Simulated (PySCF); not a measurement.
# Ag: excitation energy in def2-TZVPPD with ECP28

Wanted: the excitation energy of silver, up a ladder of methods.

Method: unrestricted determinants in a Gaussian basis, no spin-orbit coupling in the energies. Code: PySCF 2.14.0.

### Step 1. The system

```
Element                                   : silver (Z = 47)
Basis                                     : def2-TZVPPD with the def2 core potential (28 electrons)
Hamiltonian                               : a scalar-relativistic core potential
State 1                                   : Ag: [Kr] 4d9 5s1 5p1, one real determinant (an excited configuration)
Needed too, but not shown                 : Ag [Kr] 4d10 5s1 (2S)
Methods                                   : CCSD(T)
Core shells frozen in the correlated runs : valence and next inner shell: nothing (for Ag)
```

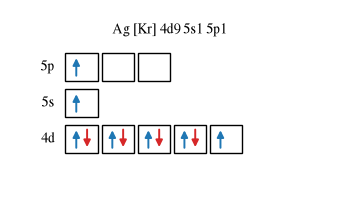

Outer shells as boxes.

One driver process ran all states and methods and kept the integrals in memory. Each run is shown as a PySCF script that sums up its settings (the driver passes frozen orbitals as a list and adds second-order terms of double hybrids); the logs are those of the runs themselves. The driver starts from symmetry-adapted Hartree-Fock orbitals, holds the occupation by maximum overlap and uses a logarithmic radial grid for functionals, so a plain start would take other cycles.

The integrals over 56 functions and the set-up took 0.19 s of CPU time.

### Step 2. Ag [Kr] 4d9 5s1 5p1, at CCSD(T) (valence and next inner shell)

#### CCSD(T) (valence and next inner shell)

input.py reads:

```python
from pyscf import gto, scf, dft, mp, cc
import basis_set_exchange as bse
txt = bse.get_basis("def2-TZVPPD", elements=["Ag"], fmt="nwchem", header=False)
cut = txt.index("\nECP")
mol = gto.M(atom="Ag 0 0 0", charge=0, spin=3, symmetry="D2h",
            basis=gto.basis.parse(txt[:cut]),
            ecp={"Ag": gto.basis.parse_ecp(txt[cut:])})
mf = scf.UHF(mol)
mf.irrep_nelec = {'Ag': (4, 2), 'B1g': (1, 1), 'B2g': (1, 1), 'B3g': (1, 1), 'B1u': (2, 1), 'B2u': (1, 1), 'B3u': (1, 1)}
mf.kernel()
mycc = cc.CCSD(mf, frozen=0).run()
mycc.ccsd_t()
```

Q: Predict the outcome of this session.

As calculated:

```
                                quantity                                                       value
excitation energy, Ag → [Kr] 4d9 5s1 5p1  UHF 5.791, CCSD(T) (valence and next inner shell) 7.123 eV
```

Each level's miss (mean over 1 difference):

```tsv
method	mean absolute miss against CCSD(T) (valence and next inner shell) (eV)
UHF	1.332
MP2 (valence and next inner shell)	0.368
SCS-MP2 (valence and next inner shell)	0.225
CCSD (valence and next inner shell)	0.086
CCSD(T) (valence and next inner shell)	0.000
```

What this shows: The methods span 1.700 eV, from UHF (5.791) to MP2 (valence and next inner shell) (7.491). No reference value is at hand in this session. All values hold for this basis alone; no basis-set limit was taken.
